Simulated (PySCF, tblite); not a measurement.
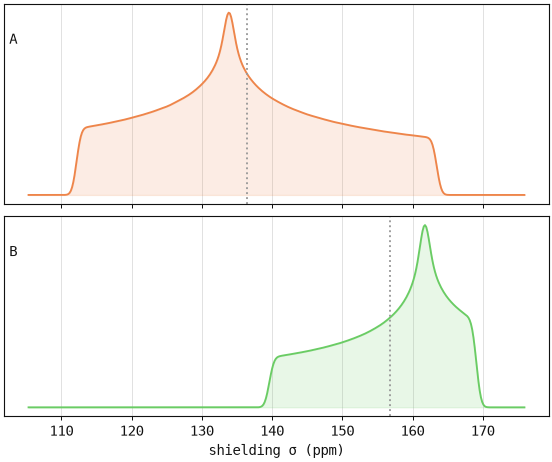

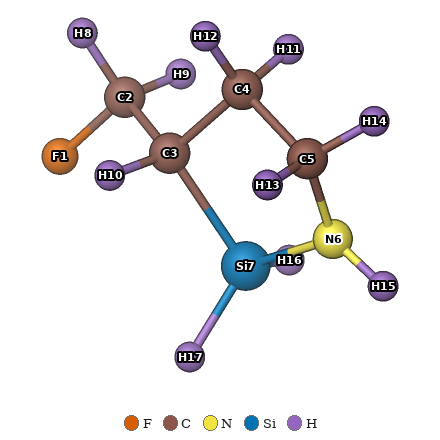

Static powder patterns (¹³C) from GIAO shielding tensors of C₄H₁₀FNSi, SMILES FC[C@@H]1CCN[SiH2]1, PBE0/pcSseg-1, PySCF 2.14.0, at a GFN2-xTB geometry (a minimum by its frequencies); absolute shielding, one fixed geometry of the isolated molecule without any motion, no dipolar terms. The dotted line is the isotropic value; skew is 3(σiso − σ22)/span.

Question: The panels belong to C4 and C5. Which is which?

Answer: panel A: C5, σ11, σ22, σ33 = 112, 134, 163 ppm, isotropic 136, span 51 ppm, skew 0.15; panel B: C4, σ11, σ22, σ33 = 140, 162, 169 ppm, isotropic 157, span 29 ppm, skew −0.50.

Note: the tight-binding geometry is rougher than a DFT one and adds to the error; one conformer of a flexible molecule.
